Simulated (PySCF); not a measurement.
# C₄H₃Cl₂N: a tour of settings, part 2 of 2

PySCF 2.14.0. Atoms count from 0. Earlier steps stand in the parts before.

## (4) Excited states and response: CAM-B3LYP/6-31G

What the job is given:

```
{"job": {"kind": "uv", "xc": "CAM-B3LYP", "basis": "6-31G", "nstates": 1, "ntriplets": 2, "tda": true}, "charge": 0, "multiplicity": 1}
N     -1.752586     2.219170    -0.622903
C     -1.424643     1.171451    -0.310793
C     -0.998372    -0.153502     0.085837
C      0.440757    -0.366253    -0.299181
Cl     0.716694    -0.595482    -1.988009
C      1.437421    -0.352269     0.579461
Cl     3.079709    -0.580938     0.152787
H     -1.122540    -0.253549     1.166581
H     -1.634838    -0.885271    -0.419842
H      1.267280    -0.198701     1.633534
```

With the program's defaults for keys left out, this is: TDA CAM-B3LYP/6-31G, vertical, gas phase, core orbitals frozen in the response.

The log of the run:

```text
coarse grid: 10520 points
cycle   1  E = -1129.0631563135  dE =  1.338e+00  |g| = 5.928e-01  |ddm| = 3.537e+00
cycle   2  E = -1128.9112190070  dE =  1.519e-01  |g| = 1.060e+00  |ddm| = 2.197e+00
cycle   3  E = -1129.1661944442  dE = -2.550e-01  |g| = 7.555e-02  |ddm| = 1.102e+00
cycle   4  E = -1129.1673038486  dE = -1.109e-03  |g| = 5.100e-02  |ddm| = 2.234e-01
cycle   5  E = -1129.1679495397  dE = -6.457e-04  |g| = 3.876e-03  |ddm| = 6.167e-02
cycle   6  E = -1129.1679556045  dE = -6.065e-06  |g| = 1.190e-03  |ddm| = 1.163e-02
final grid: 95432 points
cycle   7  E = -1129.0987445585  dE = -5.553e-06  |g| = 2.841e-03  |ddm| = 1.167e-02
cycle   8  E = -1129.0987437675  dE =  7.909e-07  |g| = 3.485e-03  |ddm| = 7.767e-03
cycle   9  E = -1129.0987467234  dE = -2.956e-06  |g| = 7.486e-04  |ddm| = 4.747e-03
cycle  10  E = -1129.0987468401  dE = -1.167e-07  |g| = 1.713e-04  |ddm| = 7.253e-04
cycle  11  E = -1129.0987468465  dE = -6.427e-09  |g| = 4.580e-05  |ddm| = 2.380e-04
cycle  12  E = -1129.0987468471  dE = -5.832e-10  |g| = 9.877e-06  |ddm| = 8.280e-05
converged SCF energy = -1129.0987468471

Static polarisability (au): isotropic 57.006, principal 38.732 55.391 76.894

Singlet excitations
state   eV       nm        f      main configurations
  1   6.4824    191.3   0.00694   H->L+1 0.97

Triplet excitations (Tamm-Dancoff, eV): 4.0692 5.8908
```

Wall time 5.5 s (1 thread of Intel Xeon Platinum 8488C, shared host).

This run: HOMO -9.00 eV, LUMO 0.48 eV; lowest singlet 6.48 eV.

## (5) Shielding tensors: X3LYP/pcSseg-1 in chloroform

Same as in step 4 but for these lines:

```diff
@@ -1,2 +1,2 @@
-{"job": {"kind": "uv", "xc": "CAM-B3LYP", "basis": "6-31G", "nstates": 1, "ntriplets": 2, "tda": true}, "charge": 0, "multiplicity": 1}
+{"job": {"kind": "nmr", "xc": "X3LYP", "basis": "pcSseg-1", "solvent": "chloroform", "pop": false, "grid": 1}, "charge": 0, "multiplicity": 1}
 N     -1.752586     2.219170    -0.622903
```

With the program's defaults for keys left out, this is: GIAO X3LYP/pcSseg-1 NMR shielding, non-relativistic, IEF-PCM chloroform.

The log of the run:

```text
final grid: 45888 points
cycle   1  E = -1129.0724507073  dE =  1.017e+00  |g| = 4.593e-01  |ddm| = 3.200e+00
cycle   2  E = -1128.9227692295  dE =  1.497e-01  |g| = 9.474e-01  |ddm| = 1.240e+00
cycle   3  E = -1129.1223017938  dE = -1.995e-01  |g| = 9.126e-02  |ddm| = 7.701e-01
cycle   4  E = -1129.1239199888  dE = -1.618e-03  |g| = 4.037e-02  |ddm| = 1.140e-01
cycle   5  E = -1129.1242554437  dE = -3.355e-04  |g| = 1.229e-02  |ddm| = 4.297e-02
cycle   6  E = -1129.1242936237  dE = -3.818e-05  |g| = 2.255e-03  |ddm| = 1.355e-02
cycle   7  E = -1129.1242946673  dE = -1.044e-06  |g| = 9.737e-04  |ddm| = 2.568e-03
cycle   8  E = -1129.1242948612  dE = -1.939e-07  |g| = 3.211e-04  |ddm| = 8.786e-04
cycle   9  E = -1129.1242948857  dE = -2.457e-08  |g| = 6.764e-05  |ddm| = 3.462e-04
cycle  10  E = -1129.1242948866  dE = -9.215e-10  |g| = 2.057e-05  |ddm| = 6.226e-05
converged SCF energy = -1129.1242948866

GIAO shielding tensors (ppm)
atom      isotropic    diamagn.    paramagn.     s11        s22        s33       span
  0 N      -23.930     341.807    -365.737   -193.726   -176.815    298.752    492.478
  1 C       59.490     259.843    -200.354    -57.544    -55.421    291.435    348.979
  2 C      154.268     245.193     -90.925    143.466    144.124    175.214     31.748
  3 C       38.354     255.434    -217.080    -61.032     75.765    100.329    161.361
  4 Cl     684.393    1146.641    -462.248    474.707    669.584    908.887    434.180
  5 C       45.923     249.480    -203.557    -50.181     75.010    112.940    163.120
  6 Cl     713.271    1145.607    -432.337    499.918    730.705    909.189    409.271
  7 H       28.272      27.982       0.290     23.762     27.568     33.485      9.723
  8 H       28.404      26.315       2.089     24.676     27.188     33.348      8.671
  9 H       25.053      29.748      -4.696     20.339     26.426     28.393      8.055
```

It took 8.6 s on 1 thread of Intel Xeon Platinum 8488C, shared host; peak memory 0.88 GiB.

In short: δ C3 144.5, C5 136.9, C1 123.3, C2 28.5, H9 6.74, H7 3.46 ppm (means over like atoms).

## (6) Shielding tensors: PBE0/def2-SVP

Same as in step 5 but for these lines:

```diff
@@ -1,2 +1,2 @@
-{"job": {"kind": "nmr", "xc": "X3LYP", "basis": "pcSseg-1", "solvent": "chloroform", "pop": false, "grid": 1}, "charge": 0, "multiplicity": 1}
+{"job": {"kind": "nmr", "xc": "PBE0", "basis": "def2-SVP", "pop": false}, "charge": 0, "multiplicity": 1}
 N     -1.752586     2.219170    -0.622903
```

With the program's defaults for keys left out, this is: GIAO PBE0/def2-SVP NMR shielding, non-relativistic, gas phase.

The log of the run:

```text
coarse grid: 10520 points
cycle   1  E = -1128.1594834599  dE =  1.009e+00  |g| = 4.834e-01  |ddm| = 3.828e+00
cycle   2  E = -1127.9566050800  dE =  2.029e-01  |g| = 1.059e+00  |ddm| = 1.604e+00
cycle   3  E = -1128.2204619942  dE = -2.639e-01  |g| = 7.974e-02  |ddm| = 1.004e+00
cycle   4  E = -1128.2216006628  dE = -1.139e-03  |g| = 4.596e-02  |ddm| = 1.780e-01
cycle   5  E = -1128.2221010951  dE = -5.004e-04  |g| = 1.205e-02  |ddm| = 6.455e-02
cycle   6  E = -1128.2221391117  dE = -3.802e-05  |g| = 2.098e-03  |ddm| = 1.569e-02
cycle   7  E = -1128.2221399218  dE = -8.100e-07  |g| = 1.069e-03  |ddm| = 3.063e-03
final grid: 95432 points
cycle   8  E = -1128.3413863653  dE = -1.972e-05  |g| = 4.809e-03  |ddm| = 2.437e-02
cycle   9  E = -1128.3413847489  dE =  1.616e-06  |g| = 5.459e-03  |ddm| = 1.122e-02
cycle  10  E = -1128.3413922964  dE = -7.547e-06  |g| = 1.116e-03  |ddm| = 7.211e-03
cycle  11  E = -1128.3413926129  dE = -3.165e-07  |g| = 2.528e-04  |ddm| = 1.677e-03
cycle  12  E = -1128.3413926248  dE = -1.185e-08  |g| = 1.037e-04  |ddm| = 2.694e-04
cycle  13  E = -1128.3413926268  dE = -2.038e-09  |g| = 4.201e-05  |ddm| = 1.057e-04
cycle  14  E = -1128.3413926272  dE = -3.802e-10  |g| = 1.413e-05  |ddm| = 5.259e-05
converged SCF energy = -1128.3413926272

GIAO shielding tensors (ppm)
atom      isotropic    diamagn.    paramagn.     s11        s22        s33       span
  0 N       -6.502     328.160    -334.662   -166.965   -152.200    299.658    466.624
  1 C       87.124     271.881    -184.757    -16.267    -13.285    290.925    307.192
  2 C      171.223     247.443     -76.219    160.149    162.465    191.056     30.907
  3 C       60.809     256.458    -195.649    -28.896     91.763    119.560    148.456
  4 Cl     742.127    1145.491    -403.364    556.364    739.222    930.795    374.431
  5 C       69.788     252.038    -182.250    -16.699     95.190    130.872    147.571
  6 Cl     769.745    1144.323    -374.578    582.356    797.565    929.314    346.957
  7 H       28.927      29.589      -0.662     24.536     28.205     34.041      9.504
  8 H       28.868      26.918       1.949     25.133     27.601     33.869      8.736
  9 H       25.645      31.649      -6.004     21.153     26.740     29.041      7.888
```

Wall time 8 s (1 thread of Intel Xeon Platinum 8488C, shared host); peak memory 0.62 GiB.

Key values: δ C3 135.3, C5 126.4, C1 109.0, C2 24.9, H9 6.16, H7 2.91 ppm (means over like atoms).

## (7) Side by side: NMR shifts

Isotropic shieldings (ppm) of some atoms, chosen among heavy atoms and hydrogens apart, means over like atoms, with basis size and wall time:

| run | C5 | C1 | H9 | H7 | N0 | Cl4 | Cl6 | functions | time |
| --- | --- | --- | --- | --- | --- | --- | --- | --- | --- |
| PBE0/pcSseg-1 | 53.3 | 67.6 | 25.23 | 28.59 | -37.7 | 689 | 719 | 148 | 17 s |
| X3LYP/pcSseg-1 in chloroform | 45.9 | 59.5 | 25.05 | 28.34 | -23.9 | 684 | 713 | 148 | 8.6 s |
| PBE0/def2-SVP | 69.8 | 87.1 | 25.64 | 28.90 | -6.5 | 742 | 770 | 121 | 8 s |

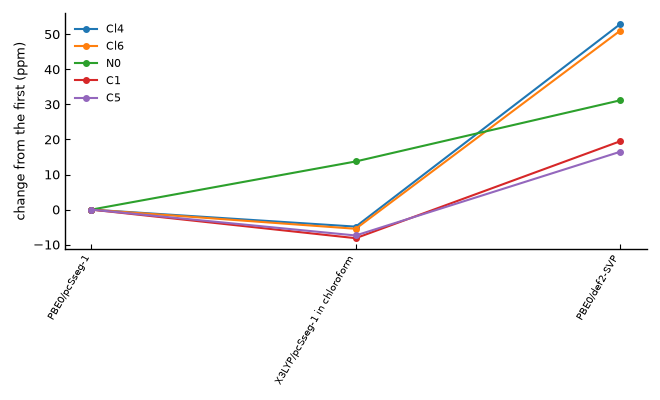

How five of the tabulated atoms move from run to run.

## (8) Comparing the runs: electronic excitations

Excitations and ground-state properties, with basis size and wall time:

| run | lowest singlet (eV) | brightest (eV) | f | gap (eV) | α (Å³) | μ (D) | functions | time |
| --- | --- | --- | --- | --- | --- | --- | --- | --- |
| PBE0/def2-SVPD | 5.99 | 6.20 | 0.291 | 6.71 | 11.64 | 3.83 | 178 | 22 s |
| CAM-B3LYP/6-31G | 6.48 | 6.48 | 0.007 | 9.48 | 8.45 | 3.96 | 77 | 5.5 s |

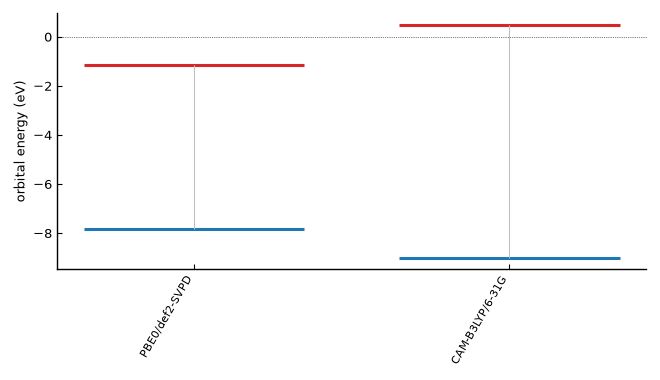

HOMO (blue) and LUMO (red) run by run.

## (9) Results

This closing draws on all 2 parts.

| quantity | value |
| --- | --- |
| 13C shifts against TMS (PBE0/pcSseg-1) | 141.9, 133.6, 119.3, 28.1 ppm |
| 1H shifts against TMS (PBE0/pcSseg-1, means over atoms taken as alike) | 6.49, 3.13 ppm |
| 15N shifts against NH3 (PBE0/pcSseg-1) | 305.4 ppm |
| 35Cl shifts against HCl (PBE0/pcSseg-1) | 261, 231 ppm |
| surface potential, least and greatest | -1.64 V and 1.92 V |
| lowest singlet (PBE0/def2-SVPD) | 5.99 eV (207 nm), f = 0.001 |
| brightest single state of those computed | state 2, 6.20 eV, f = 0.291 |
| lowest triplet | 3.91 eV |
| range of the shielding of Cl4 | 684 to 742 ppm |
| range of the lowest singlet | 5.99 to 6.48 eV |

**Reading.** Single values in the summary come from the first run of each kind that ended normally (PBE0/pcSseg-1; PBE0/def2-SVPD), which need not be the best level. H9 (hydrogen on an alkene CH) lies farthest downfield among hydrogen, at 6.49 ppm; attached to an sp2 carbon and in the plane of the double bond. At PBE0/pcSseg-1: The largest span, 510 ppm, is at N0, where the paramagnetic term is -376 ppm. At PBE0/pcSseg-1, counted by nearest atom on the grid, the HOMO lies on Cl4, Cl6 about 24 % each; C3, C5 about 23 % each, the LUMO on C3, C5 about 31 % each; H9 8 %. The lowest singlet, at 5.99 eV, is HOMO→LUMO+1 0.96 and is weak; of the 6 states computed, the strongest absorption comes from state 2 at 6.20 eV. The lowest triplet lies 2.08 eV below the lowest singlet (triplets in Tamm-Dancoff, singlets in full TDDFT). In ppm, Cl4 moves most: its shielding spreads over 58 ppm, from 684 (X3LYP/pcSseg-1 in chloroform) to 742 (PBE0/def2-SVP). The lowest singlet runs from 5.99 eV (PBE0/def2-SVPD) to 6.48 eV (CAM-B3LYP/6-31G), while the orbital gap spans 6.71 to 9.48 eV. The lowest state need not be the same one in every run. The runs solved for a few states only, so the brightest column depends on that window.
